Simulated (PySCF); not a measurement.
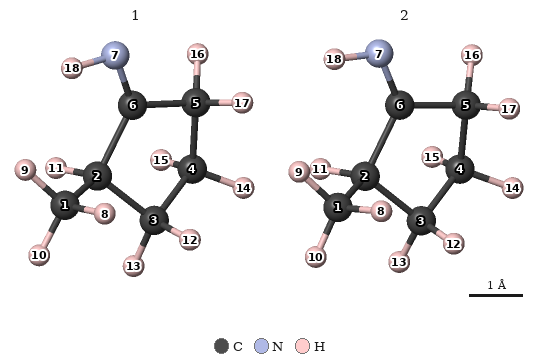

Two geometries of C$_{6}$H$_{11}$N, drawn at one scale. One is the start of a relaxation, the other its converged end. The picture is a ball-and-stick view, seen from a free direction.

Method: PySCF, PBE0-D3(BJ)/def2-SVP geometry optimisation, gas phase. 

Q: Which of the two is the end point?

A: Structure 1 is the relaxed one. The start comes from GFN2-xTB. Its atoms were then displaced at random by about 0.01 Å. H18 moves most after the best rigid fit: 0.28 Å. Largest moves by element: H 0.28 Å, N 0.17 Å, C 0.10 Å. Near-neighbour distances that change, for instance: C1–H10 1.057 → 1.101 Å, C3–C4 1.486 → 1.529 Å, C3–H12 1.078 → 1.105 Å, C1–C2 1.543 → 1.516 Å. Bond angles that change, for instance: C6–N7–H18 116.6° → 110.4°, H9–C1–H10 110.5° → 107.1°, C2–C1–H9 109.1° → 111.6°. After 7 geometry steps the energy has fallen by 0.191 eV.
